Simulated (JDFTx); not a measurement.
* **surface**: Cd(1 0 -1 0)
* **bulk**: Cd, P6_3/mmc, lattice of mp-94 (not re-optimised)
* **slab**: 6 atoms in 6 planes, 1x1, 6.3 Å between the outermost planes
* **in-plane cell**: 2.958 × 5.886 Å, 17.41 Å²
* **cell height**: 22.0 Å
* **sampling**: 8×4×1 k mesh, Fermi smearing 0.01 Ha, no spin polarisation

Level of theory: PBE, GBRV ultrasoft potentials, plane waves to 20/100 Ha; code: JDFTx (a modified build). Liquid on both sides: CANDLE, water, 1 M NaF; nuclei fixed. SHE scale: U = −μ/e − 4.44 V, by convention.

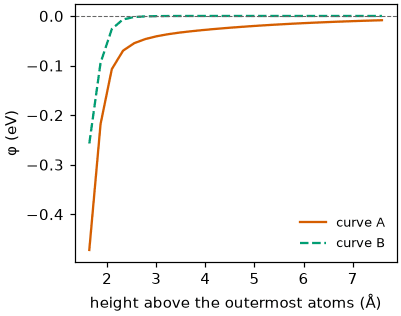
*Plane-averaged electrostatic potential energy of an electron for two states of the electrode*

Task: One curve is the neutral slab. Which, and what is the sign of the other's charge?

Result: Curve B is neutral (potential of zero charge, -0.74 V). Curve A is positively charged, 9.9 μC/cm² at -0.05 V.
